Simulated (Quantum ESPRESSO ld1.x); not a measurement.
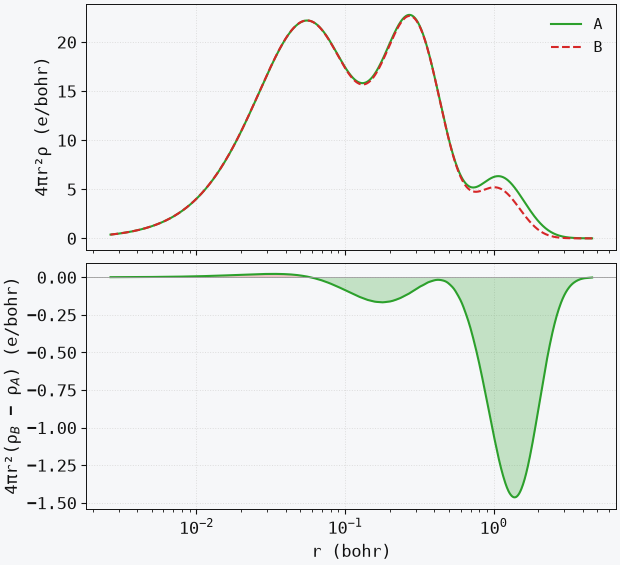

Two charge states of potassium were computed: K²⁺ in [Ne] 3s2 3p5 (high spin); K⁴⁺ in [Ne] 3s2 3p3 (high spin). Theory: scalar-relativistic Kohn-Sham, LDA (Slater exchange, Perdew-Zunger correlation), spin-polarised, spherical densities, point nucleus (computed with Quantum ESPRESSO ld1.x 7.5).

The plot shows both radial densities and the radial density of run B less that of run A; on the logarithmic r axis, areas aren't charges.

### Which run is A and which is B? Where does the charge move?

A is K²⁺ in [Ne] 3s2 3p5 (high spin); B is K⁴⁺ in [Ne] 3s2 3p3 (high spin). B holds hardly more charge than A anywhere and 2.0 electrons fewer where it is negative (most at r = 1.4 bohr), a net change of −2. The energy of B less that of A is 107.1 eV.
